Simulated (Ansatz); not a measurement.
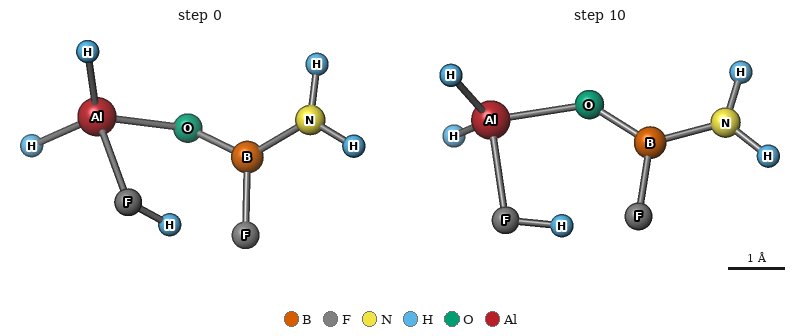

The structure of AlBNH5OF2 before (left) and after (right) a relaxation, at one scale.

Style: ball-and-stick. Shown face on.

The run prepares an end point of a later path (reaction) calculation, from a guessed geometry.

Method: RKS PBE/def2-SVP (Ansatz).

Input
```yaml
crystal:
  periodic: [false, false, false]
  atoms:
    - { symbol: B, position_ang: [0.448599, 0.626703, -0.200377] }
    - { symbol: F, position_ang: [-0.335945, 0.425397, 2.221285] }
    - { symbol: "N", position_ang: [1.402182, -0.085767, -0.93954] }
    - { symbol: H, position_ang: [1.217554, -0.978885, -1.393754] }
    - { symbol: H, position_ang: [2.326499, 0.301431, -1.114067] }
    - { symbol: F, position_ang: [-0.808899, -0.026933, -0.047982] }
    - { symbol: O, position_ang: [0.570717, 1.850025, 0.395011] }
    - { symbol: Al, position_ang: [0.69452, 2.123854, 2.147002] }
    - { symbol: H, position_ang: [2.083884, 1.703646, 2.823003] }
    - { symbol: H, position_ang: [-0.261193, 3.277645, 2.697452] }
    - { symbol: H, position_ang: [-0.726816, 0.315186, 1.349767] }
basis:
  gaussian: { orbitals: def2-SVP }
hamiltonian:
  xc: pbe
relax:
  f_tol: 0.03
  max_steps: 50
```

Run as
```bash
ansatz run input.yaml --threads 4 --pin off --max-ram 5120MiB --backend cpu --events-out ev --progress --plain --runs-dir out
```

> Describe what moved and what it gained.

After 9 accepted moves (10 points after the start) the energy has fallen by 10.4 kcal/mol. Largest force component: 2.2 eV/Å at the start, 0.011 eV/Å at the end. The line search rejected the trial step at point 8 of the run. The atom that moves furthest after the best rigid fit is H9 (0.80 Å). By element the largest moves are H 0.80 Å, O 0.78 Å, F 0.72 Å, B 0.41 Å, N 0.40 Å, Al 0.14 Å. Near-neighbour distances that change, for instance: F2–H11 0.961 → 1.018 Å, B1–O7 1.366 → 1.328 Å, B1–F6 1.425 → 1.453 Å, F2–Al8 1.988 → 1.971 Å. Bond angles that change, for instance: B1–O7–Al8 125.0° → 136.1°, F2–Al8–O7 82.5° → 91.4°, F2–Al8–H10 107.1° → 103.6°. Groups turn about B1–O7 by about 70°, O7–Al8 by about 30°. The run took 17 s on 4 threads of Arm Neoverse V1, on a shared host, peak memory 0.19 GiB.
